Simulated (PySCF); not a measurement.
```xyz
2

In    0.0000    0.0000   -1.5310
In    0.0000    0.0000    1.5310
```

Core potentials replace the inner electrons of In.

All numbers below come from PBE0/def2-SVP, non-relativistic Hamiltonian with scalar-relativistic core potentials where named, at a bond length of 3.062 Å in PySCF 2.14.0.

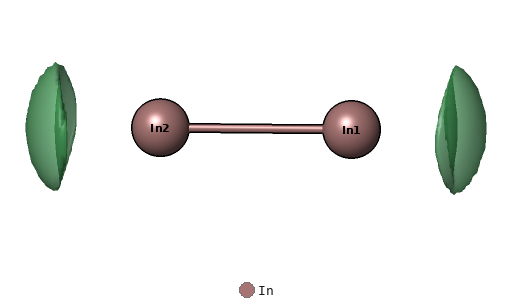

In₂ (triplet). Isosurface of the electron localisation function at 0.85 (green), seen from one side. Only the valence region is drawn (cores and ρ < 0.01 e/Å³ removed).

**Identify the bonds, lone pairs and shells in this picture.**

The surface consists of two lobes on In, pointing away from the bonds (non-bonding electrons).

Values along the shortest contacts:
In–In (3.06 Å): the ELF is about 0.45 at the midpoint.
